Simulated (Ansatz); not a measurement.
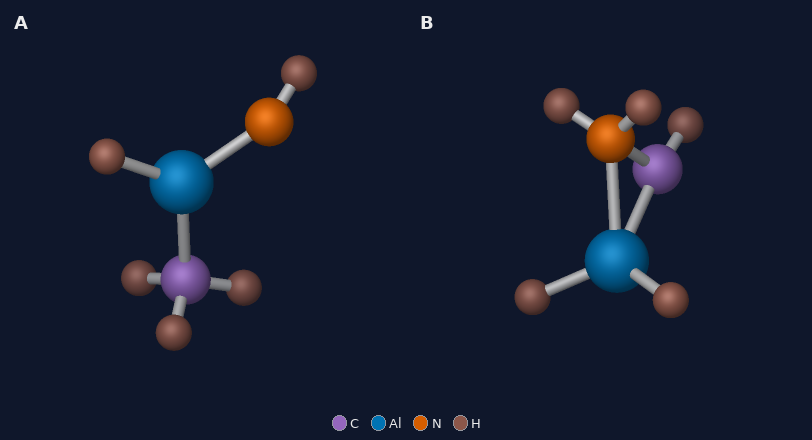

2 stationary structures of one formula. The species is neutral and a spin doublet. Geometries: PBE0-D4/def2-TZVP. Electronic energies: B3LYP-D4/def2-TZVPP (Ansatz 0.2.0), without zero-point energy. No frequency run is at hand to confirm each as a minimum. Each is one conformer, not always the lowest.

### Which is lowest in energy, and by how much?

A is lowest; B lies 24.2 kcal/mol above it (Cs).
